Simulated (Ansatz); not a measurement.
**[GeH3]− (SMILES [H][Ge-]([H])[H]) at 6 levels**

We compute a comparison of 6 runs (UHF/STO-3G, r2SCAN/STO-3G, BCCD(T)/STO-3G, CCSDT/STO-3G, CCSDTQ/STO-3G, CCSD/STO-3G) of [GeH3]−. 

The calculation is run with Ansatz 0.2.0.

5 further runs of the same task are left out: 4 that didn't finish, 1 set aside as unsound or not needed.

**1. The system as given**

[GeH3]− has 4 atoms, charge -1, and is taken as a singlet. As SMILES, `[H][Ge-]([H])[H]`. The H4–Ge1 distance was set to 4.391 Å, away from the relaxed value. At this shape a bond of the SMILES string is far longer than usual.

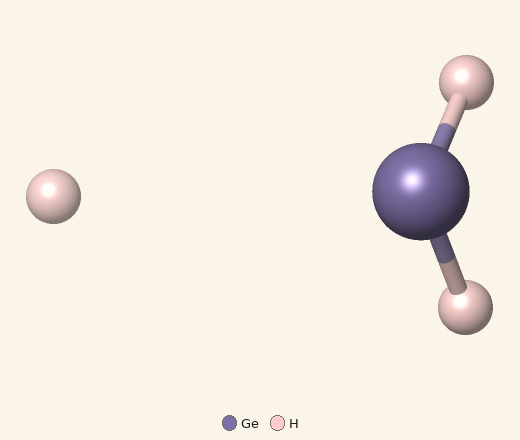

Viewed from a chosen angle; germanium purple, hydrogen pink.

**2. The energy at UHF/STO-3G (run 1)**

Input file input.yaml:

```yaml
crystal:
  periodic: [false, false, false]
  atoms:
    - {symbol: Ge, position_ang: [1.086673, 1.850261, 2.297825]}
    - {symbol: H, position_ang: [2.516143, 1.813001, 1.285385]}
    - {symbol: H, position_ang: [0.416733, 3.093931, 1.258095]}
    - {symbol: H, position_ang: [-0.736970, -1.223820, -0.251850]}
basis:
  gaussian: {orbitals: STO-3G}
accuracy: high
total_charge: -1
magnetization: {spin_polarized: true}
hamiltonian: {xc: hf}
```

Started as:

```sh
$ ansatz run input.yaml --threads 1 --pin off --max-ram 2610MiB --events-out events.jsonl --progress --plain --runs-dir runs
```

The log of the run:

```text
Warning: RAYON_NUM_THREADS=1 ignored (pool sized by the plan → 1); use --threads N
Functional definition: HF
  name "HF"
  exchange = exact_x
  correlation = 0
247 factors; integrals over basis functions are off by at most 1.4e-8 eV
mean field evaluation 1: about -55863.1716 eV, gradient 6.0e0 eV
mean field evaluation 2: about -55863.1813 eV, gradient 6.0e0 eV
mean field evaluation 4: about -55863.5793 eV, gradient 3.0e0 eV
mean field evaluation 8: about -55846.3810 eV, gradient 1.6e1 eV
mean field evaluation 16: about -55864.2852 eV, gradient 1.7e-5 eV
mean field evaluation 32: about -55866.5706 eV, gradient 3.8e0 eV
mean field -55867.60847490 eV, -2053.0967430275 hartree, gradient 9.4e-8 eV, S^2 1.011124; 2 other end points of the search recorded, 0 dependent functions left out
reference -55867.60847490 eV, -2053.0967430275 hartree; 18, 18 occupied and 3, 3 virtual orbitals, 247 factors
Total energy: -55867.60847490 eV, -2053.0967430275 hartree
```

It took 0.22 s on 1 thread of Arm Neoverse V1, shared host.

**3. A single-point energy at r2SCAN/STO-3G (run 2)**

input.yaml: that of step 2 with these lines changed.

```diff
@@ -1 +1,3 @@
+basis:
+  gaussian: {orbitals: STO-3G}
 crystal:
@@ -7,7 +9,5 @@
     - {symbol: H, position_ang: [-0.736970, -1.223820, -0.251850]}
-basis:
-  gaussian: {orbitals: STO-3G}
 accuracy: high
 total_charge: -1
-magnetization: {spin_polarized: true}
-hamiltonian: {xc: hf}
+magnetization: {spin_polarized: false, initial_magnetization: 0}
+hamiltonian: {xc: r2scan}
```

Started as:

```sh
$ ansatz run input.yaml --threads 1 --pin off --max-ram 2610MiB --events-out events.jsonl --progress --plain --runs-dir runs
```

The log of the run:

```text
Warning: RAYON_NUM_THREADS=1 ignored (pool sized by the plan → 1); use --threads N
Functional definition: r2SCAN
  name "r2SCAN"
  parameter k0 = 0.174
  parameter k1 = 0.065
  parameter a1 = 4.9479
  exchange = r2scan_x(k0 = k0, k1 = k1, a1 = a1)
  correlation = r2scan_c
247 factors; integrals over basis functions are off by at most 1.4e-8 eV
mean field evaluation 1: about -55734.1093 eV, gradient 2.2e2 eV
mean field evaluation 2: about -55846.1846 eV, gradient 5.8e1 eV
mean field evaluation 4: about -55842.1961 eV, gradient 7.5e1 eV
mean field evaluation 8: about -55901.6394 eV, gradient 8.9e0 eV
mean field evaluation 16: about -55905.7450 eV, gradient 1.3e-1 eV
mean field evaluation 32: about -55905.7464 eV, gradient 1.0e-8 eV
mean field evaluation 64: about -55893.5174 eV, gradient 5.9e1 eV
mean field -55905.74637207 eV, -2054.4982848977 hartree, gradient 3.5e-8 eV, S^2 0.000000; 6 other end points of the search recorded, 0 dependent functions left out
reference -55905.74637256 eV, -2054.4982849157 hartree; 18, 18 occupied and 3, 3 virtual orbitals, 247 factors
Total energy: -55905.74637256 eV, -2054.4982849157 hartree
```

It took 5.4 s on 1 thread of Arm Neoverse V1, shared host; peak memory 0.12 GiB.

Runs 3 to 5 aren't shown in full; the table further down has their settings and results.

**4. The energy at CCSD/STO-3G (run 6)**

Input file in.yaml:

```yaml
crystal:
  periodic: [false, false, false]
  atoms:
    - {symbol: Ge, position_ang: [1.086673, 1.850261, 2.297825]}
    - {symbol: H, position_ang: [2.516143, 1.813001, 1.285385]}
    - {symbol: H, position_ang: [0.416733, 3.093931, 1.258095]}
    - {symbol: H, position_ang: [-0.736970, -1.223820, -0.251850]}
basis:
  gaussian:
    orbitals: STO-3G
total_charge: -1
magnetization:
  spin_polarized: false
correlation:
  method: ccsd
  frozen_orbitals: {Ge: 9, H: 0}
accuracy: high
scf:
  omitted_lower_state_checks: [cluster_reference, increment]
```

Started as:

```sh
$ ansatz run in.yaml --threads 1 --pin off --max-ram 2610MiB --events-out events.jsonl --progress --plain --runs-dir runs
```

The log of the run:

```text
Warning: RAYON_NUM_THREADS=1 ignored (pool sized by the plan → 1); use --threads N
[... 12 lines left out ...]
9 core orbitals not correlated: weight in the atoms' cores, before any rotation towards them, 1.000 or more for the frozen orbitals, at most 0.000 for the correlated occupied ones
[... 38 lines left out ...]
WARN: these amplitudes may be one of several solutions (largest doubles amplitude 1.74, level shift 6.36 eV)
Total energy: -55868.87918502 eV, -2053.1434407632 hartree
Checks for a lower state left out: cluster_reference, increment
```

Wall time 0.18 s (1 thread of Arm Neoverse V1, shared host).

**5. The series**

```
run           level  frozen core orbitals   energy (Eh)  wall time
  1      UHF/STO-3G                     –  -2053.096743     0.22 s
  2   r2SCAN/STO-3G                     –  -2054.498285      5.4 s
  3  BCCD(T)/STO-3G                     9  -2053.144404      0.2 s
  4    CCSDT/STO-3G                     9  -2053.144091      0.3 s
  5   CCSDTQ/STO-3G                     9  -2053.143498      6.9 s
  6     CCSD/STO-3G                     9  -2053.143441     0.18 s
```

**6. Summary of results**

| quantity | value |
| --- | --- |
| run 6: total energy | -2053.14344 Eh |
| run 6: correlation energy (9 core orbitals frozen) | -168.8 mEh |
| run 6: T1 diagnostic | 0.213 |

**Reading.** Below the UHF energy at the same shape and in the same basis (STO-3G): BCCD(T) -47.7 mEh; CCSDT -47.3 mEh; CCSDTQ -46.8 mEh; CCSD -46.7 mEh. Some of these start from another determinant than that one, so these aren't their correlation energies. In run 6 the T1 diagnostic is large, so a single reference may not serve. In runs 3, 4, 5, 6 the log says that unrestricted orbitals would lower the reference, so the values rest on an unstable closed-shell determinant (other closed-shell runs at this shape may share the fault). In runs 1, 2, 3, 4, 5, 6 the basis is minimal, so the values are rough. Spin contamination of the reference: run 1 ⟨S²⟩ = 1.01. Where it is this large, the reference is a mixture of spin states, and values that rest on it are in doubt. All runs together took 13 s, the longest 6.9 s.
